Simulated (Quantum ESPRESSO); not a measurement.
# HfN (Fm-3m): zone-centre phonons, part 2 of 3

Aim: the zone-centre modes of HfN (Fm-3m).

Quantum ESPRESSO 7.5; DFT LDA, scalar-relativistic, plane waves, PseudoDojo norm-conserving pseudopotentials.

So far. Step 5 (Linear response at Γ): The acoustic modes at Γ come out as far as 0.9 cm⁻¹ from zero, where they should vanish, a small numerical error.

The database entry behind the starting cell differs from later determinations by our own check (about 0.3 % short), so it need not match the best structure at ambient conditions.

### 6. Zone-centre analysis

A rigid shift of the crystal must cost nothing, but grids and finite bases break this; the acoustic sum rule is imposed before the matrix is diagonalised again.

dynmat.in

```
&input
   fildyn = 'g.dyn'
   asr = 'simple'
   fileig = 'dynmat.eig'
/
```

Run with:

```sh
$ dynmat.x -in dynmat.in > dynmat.out
```

What it wrote:

```text
[banner, memory and clock lines left out]
Program DYNMAT v.7.5

     Reading Dynamical Matrix from file g.dyn
     ...Force constants read
     ...epsilon and Z* not read (not found on file)
     A direction for q was not specified:TO-LO splitting will be absent

     Polarizability (A^3 units)
     multiply by 1.000000 for Clausius-Mossotti correction
         0.000000    0.000000    0.000000
         0.000000    0.000000    0.000000
         0.000000    0.000000    0.000000

     IR activities are in (D/A)^2/amu units

# mode   [cm-1]    [THz]      IR
    1     -0.00   -0.0000    0.0000
    2      0.00    0.0000    0.0000
    3      0.00    0.0000    0.0000
    4    526.67   15.7893    0.0000
    5    526.67   15.7893    0.0000
    6    526.67   15.7893    0.0000
```

Run time: 0.45 s. Hardware: 1 thread of Arm Neoverse V1, shared host.

Unit eigenvectors of the mass-weighted matrix after the sum rule; no LO-TO term. Modes at Γ, with each element's share of the kinetic energy:

```
mode  frequency (cm⁻¹)  symmetry  Hf %  N %
   1               0.0  acoustic    93    7
   2               0.0  acoustic    93    7
   3               0.0  acoustic    93    7
   4             526.7       T1u     7   93
   5             526.7       T1u     7   93
   6             526.7       T1u     7   93
```

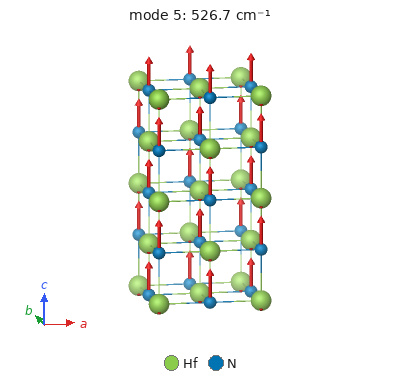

Displacement patterns of mode 5 at Γ; arrows are exaggerated. 1×1×2 conventional cells are drawn. Some periodic images of atoms are drawn too.

The rule moves no optical mode by more than 0.1 cm⁻¹.

### 7. Ground state, volume × 0.94

Bonds stiffen under compression, so frequencies follow the volume; the atoms are not relaxed anew.

scf.in

```
&control
   calculation = 'scf'
   prefix = 'x'
   outdir = './tmp'
   pseudo_dir = './pseudo'
   tprnfor = .true.
   tstress = .true.
/
&system
   ibrav = 2
   celldm(1) = 8.23152463
   nat = 2
   ntyp = 2
   ecutwfc = 92.0
   occupations = 'smearing'
   smearing = 'mv'
   degauss = 0.02
/
&electrons
   conv_thr = 1.0d-12
   mixing_beta = 0.7
   electron_maxstep = 100
/
ATOMIC_SPECIES
 Hf    178.4900  Hf.upf
 N      14.0070  N.upf
ATOMIC_POSITIONS crystal
 Hf     0.000000000   0.000000000   0.000000000
 N      0.500000000   0.500000000   0.500000000
K_POINTS automatic
 16 16 16 0 0 0
```

Run with:

```sh
$ OMP_NUM_THREADS=1 mpirun -n 4 pw.x -nk 4 -in scf.in > scf.out
```

What it wrote:

```text
[banners, grids, parts of the stress and lines that vanish by symmetry left out]
[banner, memory and clock lines left out]
Program PWSCF v.7.5

[...]
kinetic-energy cutoff     =      92.0000  Ry
     charge density cutoff     =     368.0000  Ry
     scf convergence threshold =      1.0E-12
[...]
Exchange-correlation= SLA  PW   NOGX NOGC
                           (   1   4   0   0   0   0   0)
[...]
48 Sym. Ops., with inversion, found
[...]
number of k points=   145  Marzari-Vanderbilt smearing, width (Ry)=  0.0200
[...]
End of self-consistent calculation
[...]
the Fermi energy is    20.5359 ev
!    total energy              =    -133.92060926 Ry
[...]
convergence has been achieved in  11 iterations
[...]
atom    1 type  1   force =     0.00000000    0.00000000   -0.00000000
     atom    2 type  2   force =    -0.00000000   -0.00000000    0.00000000
     Total force =     0.000000     Total SCF correction =     0.000000
[...]
total   stress  (Ry/bohr**3)                   (kbar)     P=      219.18
[...]
XML data file, charge density, pseudopotentials, collected wavefunctions
```

It took 20 s on 4 MPI ranks.

Numbers from this step:

- volume per atom: 10.33 Å³
- pressure: 21.92 GPa

### 8. Zone-centre response, volume × 0.94

It starts from a fresh copy of the ground state of step 7.

ph.in

```
phonons
&inputph
   prefix = 'x'
   outdir = './tmp'
   fildyn = 's.dyn'
   tr2_ph = 1.0d-18
   alpha_mix(1) = 0.4
   nmix_ph = 8
/
0.000000000000 0.000000000000 0.000000000000
```

Run with:

```sh
$ OMP_NUM_THREADS=1 mpirun -n 4 ph.x -nk 4 -in ph.in > ph.out
```

What it wrote:

```text
[banners, grids, parts of the stress and lines that vanish by symmetry left out]
[banner, memory and clock lines left out]
Program PHONON v.7.5

     ./tmp/x.save/

     IMPORTANT: XC functional enforced from input :
     Exchange-correlation= PW
                           (   1   4   0   0   0   0   0)
     Any further DFT definition will be discarded
     Please, verify this is what you really want

     G-vector sticks info

     Reading collected, re-writing distributed wavefunctions in ./tmp/

     Number and degeneracy of irreps per q-point
       N         xq(1)         xq(2)         xq(3)   N irreps
       1   0.000000000   0.000000000   0.000000000       2
        3   3

     Calculation of q =    0.0000000   0.0000000   0.0000000

     phonons

     bravais-lattice index     =            2
     lattice parameter (alat)  =       8.2315  a.u.
     unit-cell volume          =     139.4379 (a.u.)^3
     number of atoms/cell      =            2
     number of atomic types    =            2
     kinetic-energy cut-off    =      92.0000  Ry
     charge density cut-off    =     368.0000  Ry
     convergence threshold     =      1.0E-18
     beta                      =       0.4000
     number of iterations used =            8
     Exchange-correlation= PW
                           (   1   4   0   0   0   0   0)

     celldm(1)=    8.23152  celldm(2)=    0.00000  celldm(3)=    0.00000
     celldm(4)=    0.00000  celldm(5)=    0.00000  celldm(6)=    0.00000

     crystal axes: (cart. coord. in units of alat)
               a(1) = ( -0.5000  0.0000  0.5000 )
               a(2) = (  0.0000  0.5000  0.5000 )
               a(3) = ( -0.5000  0.5000  0.0000 )

     reciprocal axes: (cart. coord. in units 2 pi/alat)
               b(1) = ( -1.0000 -1.0000  1.0000 )
               b(2) = (  1.0000  1.0000  1.0000 )
               b(3) = ( -1.0000  1.0000 -1.0000 )

     Atoms inside the unit cell:

     Cartesian axes

     site n.  atom      mass           positions (alat units)
        1  Hf    178.4900   tau(    1) = (    0.00000    0.00000    0.00000  )
        2  N      14.0070   tau(    2) = (   -0.50000    0.50000    0.50000  )

     Computing dynamical matrix for
                    q = (   0.0000000   0.0000000   0.0000000 )

     49 Sym.Ops. (with q -> -q+G )

     G cutoff =  631.6095  (  16529 G-vectors)     FFT grid: ( 36, 36, 36)

     number of k points=   145  Marzari-Vanderbilt smearing, width (Ry)=  0.0200

     PseudoPot. # 1 for Hf read from file:
     ./pseudo/Hf.upf
     Pseudo is Norm-conserving + core correction, Zval = 12.0
     Using radial grid of 1618 points,  8 beta functions with:
                l(1) =   0
                l(2) =   0
                l(3) =   1
                l(4) =   1
                l(5) =   2
                l(6) =   2
                l(7) =   3
                l(8) =   3

     PseudoPot. # 2 for N  read from file:
     ./pseudo/N.upf
     Pseudo is Norm-conserving + core correction, Zval =  5.0
     Using radial grid of 1058 points,  4 beta functions with:
                l(1) =   0
                l(2) =   0
                l(3) =   1
                l(4) =   1

     Mode symmetry, O_h (m-3m)  point group:

     Atomic displacements:
     There are    2 irreducible representations

     Representation     1      3 modes -  To be done

     Representation     2      3 modes -  To be done

     Alpha used in Ewald sum =   2.8000

     Representation #   1 modes #   1   2   3

     Self-consistent Calculation
      iter #   1   av.it.:   6.4
      thresh= 1.000E-02 alpha_mix =  0.400 |ddv_scf|^2 =  5.912E-07
      iter #   2   av.it.:  10.9
      thresh= 7.689E-05 alpha_mix =  0.400 |ddv_scf|^2 =  7.337E-08
      iter #   3   av.it.:  11.4
      thresh= 2.709E-05 alpha_mix =  0.400 |ddv_scf|^2 =  7.167E-10
      iter #   4   av.it.:  11.8
      thresh= 2.677E-06 alpha_mix =  0.400 |ddv_scf|^2 =  2.942E-11
      iter #   5   av.it.:  11.8
      thresh= 5.424E-07 alpha_mix =  0.400 |ddv_scf|^2 =  5.630E-13
      iter #   6   av.it.:  11.5
      thresh= 7.503E-08 alpha_mix =  0.400 |ddv_scf|^2 =  7.377E-14
      iter #   7   av.it.:  12.1
      thresh= 2.716E-08 alpha_mix =  0.400 |ddv_scf|^2 =  1.167E-16
      iter #   8   av.it.:  11.6
      thresh= 1.080E-09 alpha_mix =  0.400 |ddv_scf|^2 =  1.387E-17
      iter #   9   av.it.:  11.8
      thresh= 3.725E-10 alpha_mix =  0.400 |ddv_scf|^2 =  5.132E-20

     End of self-consistent calculation

     Convergence has been achieved

     Representation #   2 modes #   4   5   6

     Self-consistent Calculation
      iter #   1   av.it.:   7.1
      thresh= 1.000E-02 alpha_mix =  0.400 |ddv_scf|^2 =  1.488E-06
      iter #   2   av.it.:  11.0
      thresh= 1.220E-04 alpha_mix =  0.400 |ddv_scf|^2 =  1.571E-07
      iter #   3   av.it.:  11.3
      thresh= 3.964E-05 alpha_mix =  0.400 |ddv_scf|^2 =  2.061E-09
      iter #   4   av.it.:  11.9
      thresh= 4.539E-06 alpha_mix =  0.400 |ddv_scf|^2 =  1.367E-11
      iter #   5   av.it.:  11.8
      thresh= 3.697E-07 alpha_mix =  0.400 |ddv_scf|^2 =  8.751E-13
      iter #   6   av.it.:  11.9
      thresh= 9.354E-08 alpha_mix =  0.400 |ddv_scf|^2 =  7.618E-14
      iter #   7   av.it.:  11.6
      thresh= 2.760E-08 alpha_mix =  0.400 |ddv_scf|^2 =  1.254E-16
      iter #   8   av.it.:  11.5
      thresh= 1.120E-09 alpha_mix =  0.400 |ddv_scf|^2 =  2.749E-17
      iter #   9   av.it.:  12.0
      thresh= 5.244E-10 alpha_mix =  0.400 |ddv_scf|^2 =  1.523E-19

     End of self-consistent calculation

     Convergence has been achieved

     Number of q in the star =    1
     List of q in the star:
          1   0.000000000   0.000000000   0.000000000

     Diagonalizing the dynamical matrix

     q = (    0.000000000   0.000000000   0.000000000 )

 **************************************************************************
     freq (    1) =       0.031202 [THz] =       1.040795 [cm-1]
     freq (    2) =       0.031202 [THz] =       1.040795 [cm-1]
     freq (    3) =       0.031202 [THz] =       1.040795 [cm-1]
     freq (    4) =      17.676885 [THz] =     589.637400 [cm-1]
     freq (    5) =      17.676885 [THz] =     589.637400 [cm-1]
     freq (    6) =      17.676885 [THz] =     589.637400 [cm-1]
 **************************************************************************

     Mode symmetry, O_h (m-3m)  point group:

     freq (   1-   3) =          1.0  [cm-1]   --> T_1u G_15  G_4- I
     freq (   4-   6) =        589.6  [cm-1]   --> T_1u G_15  G_4- I
```

The job ended after 3.8 min (4 MPI ranks).

This step gave:

```yaml
largest_acoustic_frequency_at_the_zone_centre_before_the_sum_rule: 1.04 cm⁻¹
highest_optical_zone_centre_mode_no_lo_to_term: 589.6 cm⁻¹
lowest_optical_zone_centre_mode: 589.6 cm⁻¹
```

The highest optical mode lies at 589.6 cm⁻¹.

### 9. Self-consistent run for the response, volume × 0.96

Changes to scf.in since step 7:

```diff
@@ -10,3 +10,3 @@
    ibrav = 2
-   celldm(1) = 8.23152463
+   celldm(1) = 8.28949502
    nat = 2
```

Run with:

```sh
$ OMP_NUM_THREADS=1 mpirun -n 4 pw.x -nk 4 -in scf.in > scf.out
```

What it wrote:

```text
[banners, grids, parts of the stress and lines that vanish by symmetry left out]
[banner, memory and clock lines left out]
Program PWSCF v.7.5

[...]
kinetic-energy cutoff     =      92.0000  Ry
     charge density cutoff     =     368.0000  Ry
     scf convergence threshold =      1.0E-12
[...]
Exchange-correlation= SLA  PW   NOGX NOGC
                           (   1   4   0   0   0   0   0)
[...]
48 Sym. Ops., with inversion, found
[...]
number of k points=   145  Marzari-Vanderbilt smearing, width (Ry)=  0.0200
[...]
End of self-consistent calculation
[...]
the Fermi energy is    20.1008 ev
!    total energy              =    -133.92420029 Ry
[...]
convergence has been achieved in  13 iterations
[...]
atom    1 type  1   force =     0.00000000   -0.00000000    0.00000000
     atom    2 type  2   force =     0.00000000   -0.00000000    0.00000000
     Total force =     0.000000     Total SCF correction =     0.000000
[...]
total   stress  (Ry/bohr**3)                   (kbar)     P=      138.08
[...]
XML data file, charge density, pseudopotentials, collected wavefunctions
```

Run time: 22 s. Hardware: 4 MPI ranks; 90 s of CPU time.

Read from the output:

- volume per atom: 10.55 Å³
- pressure: 13.81 GPa

### 10. Linear response at Γ, volume × 0.96

It starts from a fresh copy of the ground state of step 9.

ph.in is that of step 8.

Run with:

```sh
$ OMP_NUM_THREADS=1 mpirun -n 4 ph.x -nk 4 -in ph.in > ph.out
```

What it wrote:

```text
[banners, grids, parts of the stress and lines that vanish by symmetry left out]
[banner, memory and clock lines left out]
Program PHONON v.7.5

[...]
Exchange-correlation= PW
                           (   1   4   0   0   0   0   0)
[...]
kinetic-energy cut-off    =      92.0000  Ry
     charge density cut-off    =     368.0000  Ry
     convergence threshold     =      1.0E-18
[...]
Exchange-correlation= PW
                           (   1   4   0   0   0   0   0)
[...]
q = (   0.0000000   0.0000000   0.0000000 )
     49 Sym.Ops. (with q -> -q+G )
     G cutoff =  640.5370  (  16889 G-vectors)     FFT grid: ( 36, 36, 36)
     number of k points=   145  Marzari-Vanderbilt smearing, width (Ry)=  0.0200
[...]
Mode symmetry, O_h (m-3m)  point group:
[...]
Representation #   1 modes #   1   2   3
[...]
End of self-consistent calculation
     Convergence has been achieved
     Representation #   2 modes #   4   5   6
[...]
End of self-consistent calculation
     Convergence has been achieved
[...]
q = (    0.000000000   0.000000000   0.000000000 )
[...]
freq (    1) =       0.022097 [THz] =       0.737060 [cm-1]
     freq (    2) =       0.022097 [THz] =       0.737060 [cm-1]
     freq (    3) =       0.022097 [THz] =       0.737060 [cm-1]
     freq (    4) =      17.030592 [THz] =     568.079399 [cm-1]
     freq (    5) =      17.030592 [THz] =     568.079399 [cm-1]
     freq (    6) =      17.030592 [THz] =     568.079399 [cm-1]
[...]
Mode symmetry, O_h (m-3m)  point group:
     freq (   1-   3) =          0.7  [cm-1]   --> T_1u G_15  G_4- I
     freq (   4-   6) =        568.1  [cm-1]   --> T_1u G_15  G_4- I
```

The job ended after 3.9 min (4 MPI ranks).

Numbers from this step:

```yaml
largest_acoustic_frequency_at_the_zone_centre_before_the_sum_rule: 0.74 cm⁻¹
highest_optical_zone_centre_mode_no_lo_to_term: 568.1 cm⁻¹
lowest_optical_zone_centre_mode: 568.1 cm⁻¹
```

The highest optical mode lies at 568.1 cm⁻¹, -21.6 from the run before.

### 11. Self-consistent run for the response, volume × 0.98

Changes to scf.in since step 9:

```diff
@@ -10,3 +10,3 @@
    ibrav = 2
-   celldm(1) = 8.28949502
+   celldm(1) = 8.34666576
    nat = 2
```

Run with:

```sh
$ OMP_NUM_THREADS=1 mpirun -n 4 pw.x -nk 4 -in scf.in > scf.out
```

What it wrote:

```text
[banners, grids, parts of the stress and lines that vanish by symmetry left out]
[banner, memory and clock lines left out]
Program PWSCF v.7.5

[...]
kinetic-energy cutoff     =      92.0000  Ry
     charge density cutoff     =     368.0000  Ry
     scf convergence threshold =      1.0E-12
[...]
Exchange-correlation= SLA  PW   NOGX NOGC
                           (   1   4   0   0   0   0   0)
[...]
48 Sym. Ops., with inversion, found
[...]
number of k points=   145  Marzari-Vanderbilt smearing, width (Ry)=  0.0200
[...]
End of self-consistent calculation
[...]
the Fermi energy is    19.6811 ev
!    total energy              =    -133.92623982 Ry
[...]
convergence has been achieved in  13 iterations
[...]
atom    1 type  1   force =     0.00000000    0.00000000    0.00000000
     atom    2 type  2   force =     0.00000000    0.00000000    0.00000000
     Total force =     0.000000     Total SCF correction =     0.000000
[...]
total   stress  (Ry/bohr**3)                   (kbar)     P=       65.17
[...]
XML data file, charge density, pseudopotentials, collected wavefunctions
```

Run time: 26 s. Hardware: 4 MPI ranks.

This step gave:

```
volume per atom : 10.77 Å³
pressure        : 6.517 GPa
```

### 12. Zone-centre response, volume × 0.98

It starts from a fresh copy of the ground state of step 11.

ph.in is that of step 10.

Run with:

```sh
$ OMP_NUM_THREADS=1 mpirun -n 4 ph.x -nk 4 -in ph.in > ph.out
```

What it wrote:

```text
[banners, grids, parts of the stress and lines that vanish by symmetry left out]
[banner, memory and clock lines left out]
Program PHONON v.7.5

[...]
Exchange-correlation= PW
                           (   1   4   0   0   0   0   0)
[...]
kinetic-energy cut-off    =      92.0000  Ry
     charge density cut-off    =     368.0000  Ry
     convergence threshold     =      1.0E-18
[...]
Exchange-correlation= PW
                           (   1   4   0   0   0   0   0)
[...]
q = (   0.0000000   0.0000000   0.0000000 )
     49 Sym.Ops. (with q -> -q+G )
     G cutoff =  649.4028  (  17261 G-vectors)     FFT grid: ( 40, 40, 40)
     number of k points=   145  Marzari-Vanderbilt smearing, width (Ry)=  0.0200
[...]
Mode symmetry, O_h (m-3m)  point group:
[...]
Representation #   1 modes #   1   2   3
[...]
End of self-consistent calculation
     Convergence has been achieved
     Representation #   2 modes #   4   5   6
[...]
End of self-consistent calculation
     Convergence has been achieved
[...]
q = (    0.000000000   0.000000000   0.000000000 )
[...]
freq (    1) =       0.024186 [THz] =       0.806759 [cm-1]
     freq (    2) =       0.024186 [THz] =       0.806759 [cm-1]
     freq (    3) =       0.024186 [THz] =       0.806759 [cm-1]
     freq (    4) =      16.401861 [THz] =     547.107190 [cm-1]
     freq (    5) =      16.401861 [THz] =     547.107190 [cm-1]
     freq (    6) =      16.401861 [THz] =     547.107190 [cm-1]
[...]
Mode symmetry, O_h (m-3m)  point group:
     freq (   1-   3) =          0.8  [cm-1]   --> T_1u G_15  G_4- I
     freq (   4-   6) =        547.1  [cm-1]   --> T_1u G_15  G_4- I
```

Elapsed: 4.7 min, on 4 MPI ranks; 19 min of CPU time.

This step gave:

```
largest acoustic frequency at the zone centre before the sum rule : 0.81 cm⁻¹
highest optical zone-centre mode (no LO-TO term)                  : 547.1 cm⁻¹
lowest optical zone-centre mode                                   : 547.1 cm⁻¹
```

The highest optical mode lies at 547.1 cm⁻¹, -21.0 from the run before.

### 13. Self-consistent run for the response, volume × 1.02

Changes to scf.in since step 11:

```diff
@@ -10,3 +10,3 @@
    ibrav = 2
-   celldm(1) = 8.34666576
+   celldm(1) = 8.45871491
    nat = 2
```

Run with:

```sh
$ OMP_NUM_THREADS=1 mpirun -n 4 pw.x -nk 4 -in scf.in > scf.out
```

What it wrote:

```text
[banners, grids, parts of the stress and lines that vanish by symmetry left out]
[banner, memory and clock lines left out]
Program PWSCF v.7.5

[...]
kinetic-energy cutoff     =      92.0000  Ry
     charge density cutoff     =     368.0000  Ry
     scf convergence threshold =      1.0E-12
[...]
Exchange-correlation= SLA  PW   NOGX NOGC
                           (   1   4   0   0   0   0   0)
[...]
48 Sym. Ops., with inversion, found
[...]
number of k points=   145  Marzari-Vanderbilt smearing, width (Ry)=  0.0200
[...]
End of self-consistent calculation
[...]
the Fermi energy is    18.8846 ev
!    total energy              =    -133.92627371 Ry
[...]
convergence has been achieved in  13 iterations
[...]
atom    1 type  1   force =    -0.00000000   -0.00000000    0.00000000
     atom    2 type  2   force =     0.00000000    0.00000000    0.00000000
     Total force =     0.000000     Total SCF correction =     0.000000
[...]
total   stress  (Ry/bohr**3)                   (kbar)     P=      -59.37
[...]
XML data file, charge density, pseudopotentials, collected wavefunctions
```

The job ended after 28 s (4 MPI ranks; 1.9 min of CPU time).

Numbers from this step:

```yaml
volume_per_atom: 11.21 Å³
pressure: -5.937 GPa
```

(Part 2 of 3 ends here.)

[Host names and launcher messages were left out of these logs when they were recorded.]

[Logs are printed without paths, hosts, clocks, repeated set-up lines and the standing remarks that a program may print on its own settings, such as how far it seeks lower states.]

[Hosts, paths, dates, database ids (printed as entryN), source tags and the programs' standing remarks are cut or masked in the printed files.]
